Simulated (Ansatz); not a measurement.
## Fields on a plane of SiC (wurtzite)

```yaml
crystal:
  lattice:
    - [3.09195, 0.00000, 0.00000]
    - [-1.54598, 2.67771, 0.00000]
    - [0.00000, 0.00000, 5.07427]
  atoms:
    - { symbol: Si, position: [0.66667, 0.33333, 0.00052] }
    - { symbol: Si, position: [0.33333, 0.66667, 0.50052] }
    - { symbol: C, position: [0.66667, 0.33333, 0.62468] }
    - { symbol: C, position: [0.33333, 0.66667, 0.12468] }
```

The slice is a (1 -1 0 0) plane (indices of the conventional cell) through the point (0.667, 0.333, 0.625) (fractional), spanned by u = [110] and v = [001] in vectors of this cell: u (3.09 Å) and v (5.07 Å, at 90° to u). It covers one period; positions are fractions (u, v).

Atoms on it: Si at (0.00, 0.38); C at (0.00, 0.00). Other atoms lie within 1 Å of the plane.

These are PBE (plane waves to 420 eV, PAW, scalar-relativistic; Ansatz, a quantum-chemistry and plane-wave program) values and carry that method's errors. k mesh 12×12×7. Near the nuclei the fields are pseudised (PAW); where an atom keeps semicore shells as valence, they peak there. SiC was relaxed with its symmetry unable to fall.

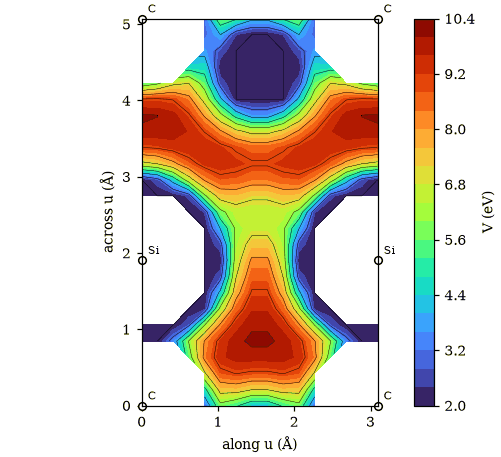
Figure: Electrostatic potential energy of an electron, from the cell's mean, in eV, one period of the plane, atoms marked. Points within 0.8 Å of a nucleus are left white, as the pseudised field means little there. Values under 2 eV are set to 2. The zero, the cell's mean, hangs on the PAW cores.

| v \ u | 0.00 | 0.13 | 0.27 | 0.40 | 0.53 | 0.67 | 0.80 | 0.93 |
|---|---|---|---|---|---|---|---|---|
| 0.88 | 0.66 | 0.77 | 0.81 | 0.56 | 0.36 | 0.75 | 0.81 | 0.70 |
| 0.75 | 0.18 | 0.18 | 0.22 | 0.29 | 0.31 | 0.25 | 0.20 | 0.18 |
| 0.62 | 0.11 | 0.16 | 0.31 | 0.48 | 0.52 | 0.40 | 0.22 | 0.12 |
| 0.50 | 0.15 | 0.46 | 0.76 | 0.71 | 0.67 | 0.75 | 0.68 | 0.23 |
| 0.38 | x | 0.21 | 0.70 | 0.70 | 0.64 | 0.75 | 0.46 | x |
| 0.25 | 0.80 | 0.66 | 0.37 | 0.17 | 0.12 | 0.25 | 0.52 | 0.77 |
| 0.12 | 0.87 | 0.83 | 0.61 | 0.19 | 0.10 | 0.40 | 0.75 | 0.86 |
| 0.00 | x | 0.53 | 0.82 | 0.57 | 0.37 | 0.75 | 0.78 | x |

Values: electron localisation function (ELF). Points within 0.4 Å of a nucleus are blanked (x), as the pseudised field means little there.

The density on the Si–C line (1.91 Å) at its midpoint comes out as 0.86 e/Å³ and the ELF at that point comes out as 0.9. ELF maximum in the middle third of the Si–C line: 0.93, 1.0 Å from Si.
